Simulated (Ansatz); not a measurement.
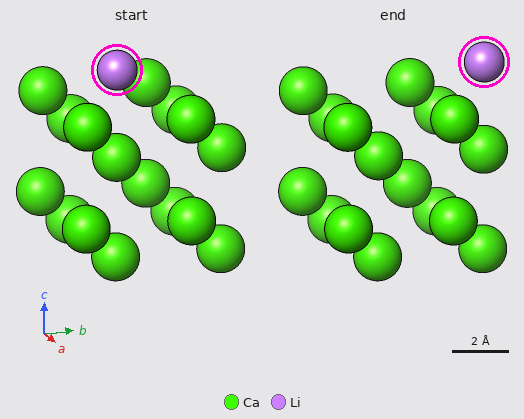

The two relaxed end points of a path for Li on Ca(110) (17 atoms in the cell). The picture is a spheres-only view of the simulation cell, with the vacuum cut short (origin moved), seen slightly off an axis. The moving atom is ringed, with any periodic copies.

Method: Ansatz 0.2.0, DFT PBE-D3(BJ), scalar-relativistic, plane waves, PAW.

Input file:
```yaml
crystal:
  lattice:
    - [11.16, 0.0, 0.0]
    - [0.0, 7.891312, 0.0]
    - [0.0, 0.0, 16.918484]
  atoms:
    - { symbol: Ca, position: [0.25, 0.25, 0.059107] }
    - { symbol: Ca, position: [0.75, 0.25, 0.059107] }
    - { symbol: Ca, position: [0.25, 0.75, 0.059107] }
    - { symbol: Ca, position: [0.75, 0.75, 0.059107] }
    - { symbol: Ca, position: [0.00116402, 0.0009814, 0.16986938] }
    - { symbol: Ca, position: [0.49868242, 0.00104227, 0.1699432] }
    - { symbol: Ca, position: [0.001223, 0.50257305, 0.17008066] }
    - { symbol: Ca, position: [0.49867852, 0.50257751, 0.1701849] }
    - { symbol: Ca, position: [0.24996186, 0.25479457, 0.28004221] }
    - { symbol: Ca, position: [0.74997965, 0.2545041, 0.2769526] }
    - { symbol: Ca, position: [0.25008078, 0.75485359, 0.28132778] }
    - { symbol: Ca, position: [0.74995363, 0.75474071, 0.28028702] }
    - { symbol: Ca, position: [-0.0062499, 0.01037217, 0.39170684] }
    - { symbol: Ca, position: [0.50608653, 0.01016609, 0.39190473] }
    - { symbol: Ca, position: [-0.0064293, 0.50222728, 0.39178895] }
    - { symbol: Ca, position: [0.50664261, 0.50220956, 0.39201716] }
    - { symbol: Li, position: [0.7501608, 0.25737849, 0.4680277] }
basis:
  ecutwfc: 420.0
kpoints:
  mp_grid: { grid: [2, 2, 1] }
hamiltonian:
  xc: pbe
  dispersion: d3bj
scf:
  occupations: { method: gaussian, width: 0.15 }
  lower_state_search: "off"
neb:
  images: 3
  f_tol: 0.05
  initial_path: idpp
  max_iterations: 80
  constraints: [{ sites: [0, 1, 2, 3] }]
  final_atoms:
    - { symbol: Ca, position: [0.25, 0.25, 0.059107] }
    - { symbol: Ca, position: [0.75, 0.25, 0.059107] }
    - { symbol: Ca, position: [0.25, 0.75, 0.059107] }
    - { symbol: Ca, position: [0.75, 0.75, 0.059107] }
    - { symbol: Ca, position: [0.001223, 0.00257303, 0.17008066] }
    - { symbol: Ca, position: [0.49867852, 0.00257749, 0.1701849] }
    - { symbol: Ca, position: [0.00116402, 0.50098138, 0.16986938] }
    - { symbol: Ca, position: [0.49868242, 0.50104225, 0.1699432] }
    - { symbol: Ca, position: [0.25008078, 0.25485357, 0.28132778] }
    - { symbol: Ca, position: [0.74995363, 0.25474069, 0.28028702] }
    - { symbol: Ca, position: [0.24996186, 0.75479455, 0.28004221] }
    - { symbol: Ca, position: [0.74997965, 0.75450408, 0.2769526] }
    - { symbol: Ca, position: [-0.0064293, 0.00222726, 0.39178895] }
    - { symbol: Ca, position: [0.50664261, 0.00220954, 0.39201716] }
    - { symbol: Ca, position: [-0.0062499, 0.51037215, 0.39170684] }
    - { symbol: Ca, position: [0.50608653, 0.51016607, 0.39190473] }
    - { symbol: Li, position: [0.7501608, 0.75737847, 0.4680277] }
  order_check: true
```

Run as
```bash
ansatz run input.yaml --threads 4 --pin off --max-ram 10240MiB --backend cpu --events-out ev --progress --plain --runs-dir out
```

Q: What barrier does the band find between them, and by what path?

A: The barrier is about 0.136 eV in both directions, with image 2 at the top; the ends have the same energy. The adsorbate starts on a bridge site and hops by a lattice vector of the surface; other mechanisms, such as exchange with a surface atom, weren't searched. The Li atom travels furthest, 3.95 Å from end to end, on a path that bends up to 0.16 Å away from the straight line. At the highest image its nearest neighbour (Ca) is 3.34 Å away, against 3.23 Å at the start, and the surrounding atoms stand up to 0.41 Å off the mean of their end positions. The band is converged.

Energies of the converged images:

```csv
image,path (Å),E (eV)
0,0.00,0.000
1,1.10,0.043
2,2.20,0.136
3,3.37,0.037
4,4.54,0.000
```

The geometry at the top of the path:

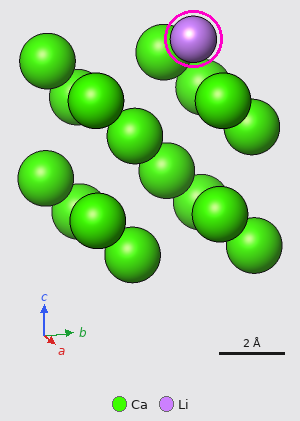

Limits of the set-up: the k-point mesh is coarse for a cell with partly filled bands; the periodic images lie only 7.9 Å apart, so the values are limited by the cell's size.
